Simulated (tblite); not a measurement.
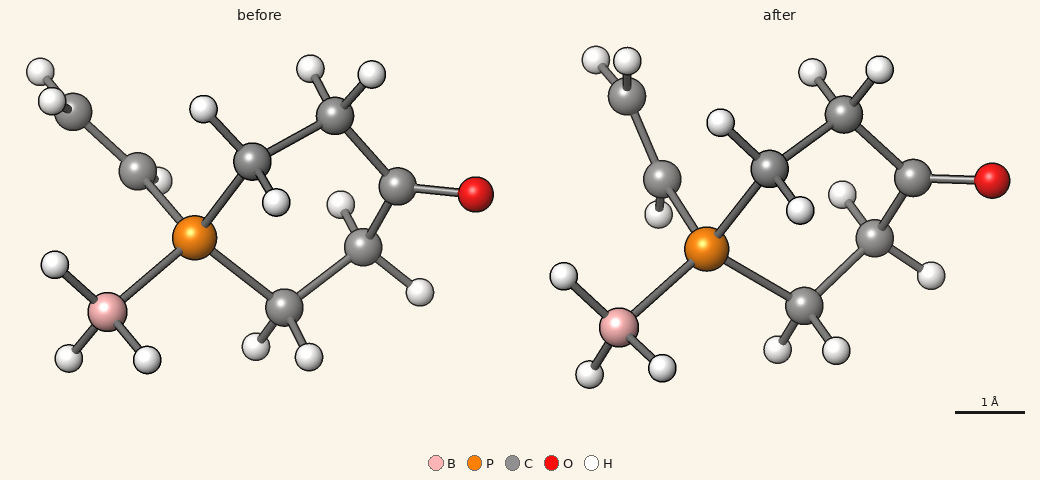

The structure of C7H14BOP before (left) and after (right) a relaxation, at one scale.

The picture is a ball-and-stick view, seen face on.

All numbers below come from GFN2-xTB geometry optimisation, gas phase (tblite). 

**Describe what moved and what it gained.**

Over 114 geometry steps the energy falls by 9.27 kcal/mol. An H atom moves most after the best rigid fit: 1.01 Å. Largest moves by element: H 1.01 Å, C 0.55 Å, B 0.27 Å, P 0.24 Å, O 0.24 Å. Near-neighbour distances that change, for instance: C–P 1.810 → 1.841 Å, C–H 1.119 → 1.093 Å, B–P 1.902 → 1.922 Å, C–H 1.095 → 1.078 Å. Among the angles between lasting bonds that change: C–P–C 110.8° → 101.5°, C–P–C 105.6° → 99.4°, B–P–C 109.6° → 115.5°. Groups turn about C–P by about 30°.
